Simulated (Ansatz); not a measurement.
**BLYP/STO-3G run of BH2F (SMILES [H]B([H])F)**

Aim: the electronic atomisation energy of BH2F at BLYP/STO-3G, from 4 runs. 

The results are computed with Ansatz 0.2.0.

56 further runs of the same task are left out: 2 that didn't finish, 54 set aside as unsound or not needed.

### 1 The molecule

BH2F: 4 atoms, total charge 0, spin state singlet. As SMILES, `[H]B([H])F`. Geometry: relaxed at GFN2-xTB.

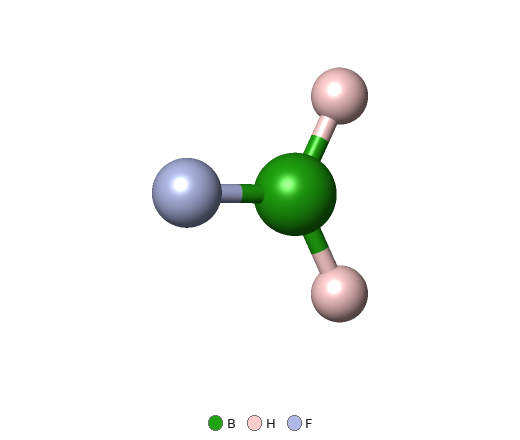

Viewed from a chosen angle; boron green, hydrogen pink, fluorine light blue.

### 2 The energy at BLYP/STO-3G

run.yaml reads:

```yaml
crystal:
  periodic: [false, false, false]
  atoms:
    - symbol: B
      position_ang: [0.029990, 0.049200, 0.000600]
    - symbol: H
      position_ang: [1.198420, -0.033970, 0.015630]
    - symbol: H
      position_ang: [-0.578270, 1.050180, -0.019450]
    - symbol: F
      position_ang: [-0.650140, -1.065400, 0.003230]
basis:
  gaussian:
    orbitals: STO-3G
accuracy: high
hamiltonian:
  xc: {name: BLYP}
```

Command:

```console
$ ansatz run run.yaml --threads 1 --pin off --max-ram 2610MiB --events-out events.jsonl --progress --plain --runs-dir runs
```

Standard output:

```text
Warning: RAYON_NUM_THREADS=1 ignored (pool sized by the plan → 1); use --threads N
Functional definition: BLYP
  name "BLYP"
  parameter beta = 0.0042
  parameter a = 0.04918
  parameter b = 0.132
  parameter c = 0.2533
  parameter d = 0.349
  exchange = b88_x(beta = beta)
  correlation = lyp_c(a = a, b = b, c = c, d = d)
186 factors; integrals over basis functions are off by at most 3.1e-8 eV
mean field evaluation 1: about -3377.0234 eV, gradient 9.5e0 eV
mean field evaluation 2: about -3377.0665 eV, gradient 8.6e0 eV
mean field evaluation 4: about -3377.3243 eV, gradient 2.5e-1 eV
mean field evaluation 8: about -3377.2794 eV, gradient 3.3e-4 eV
mean field evaluation 16: about -3377.2794 eV, gradient 1.1e-8 eV
mean field -3377.27938175 eV, -124.1127280771 hartree, gradient 1.1e-8 eV, S^2 0.000000; 0 other end points of the search recorded, 0 dependent functions left out
reference -3377.27940939 eV, -124.1127290928 hartree; 8, 8 occupied and 4, 4 virtual orbitals, 186 factors
Total energy: -3377.27940939 eV, -124.1127290928 hartree
```

Wall time 0.36 s (1 thread of Intel Xeon Platinum 8488C (Sapphire Rapids), shared host).

### 3 The B atom, same level

in.yaml reads:

```yaml
crystal:
  periodic: [false, false, false]
  atoms:
    - {symbol: B, position_ang: [0.000000, 0.000000, 0.000000]}
basis:
  gaussian:
    orbitals: STO-3G
total_charge: 0
magnetization:
  spin_polarized: true
  initial_magnetization: 1
hamiltonian:
  xc: {name: BLYP}
accuracy: high
```

Run the same way, it converges to -24.26591 Eh (log not shown).

### 4 The F atom, same level

run.yaml reads:

```yaml
basis:
  gaussian: {orbitals: STO-3G}
crystal:
  periodic: [false, false, false]
  atoms:
    - {symbol: F, position_ang: [0.000000, 0.000000, 0.000000]}
magnetization: {spin_polarized: true, initial_magnetization: 1}
hamiltonian: {xc: {name: BLYP}}
accuracy: high
```

Run the same way, it converges to -98.23564 Eh (log not shown).

### 5 The H atom, same level

molecule.yaml reads:

```yaml
crystal:
  periodic: [false, false, false]
  atoms:
    - {symbol: H, position_ang: [0.000000, 0.000000, 0.000000]}
basis:
  gaussian:
    orbitals: STO-3G
hamiltonian:
  xc: {name: BLYP}
magnetization:
  spin_polarized: true
  initial_magnetization: 1
total_charge: 0
accuracy: high
```

Run the same way, it converges to -0.46274 Eh (log not shown).

### 6 Outcome

At BLYP/STO-3G:

```
                     quantity          value
       molecule: total energy  -124.11273 Eh
         B atom: total energy   -24.26591 Eh
                 B atom: ⟨S²⟩          0.750
         F atom: total energy   -98.23564 Eh
                 F atom: ⟨S²⟩          0.750
         H atom: total energy    -0.46274 Eh
                 H atom: ⟨S²⟩          0.750
electronic atomisation energy      18.659 eV
```

**Reading.** Taking the molecule apart into free atoms costs 18.66 eV (1800 kJ/mol), before zero-point energy and without spin-orbit coupling. In a minimal basis such a difference can be off by several eV, whatever the method.
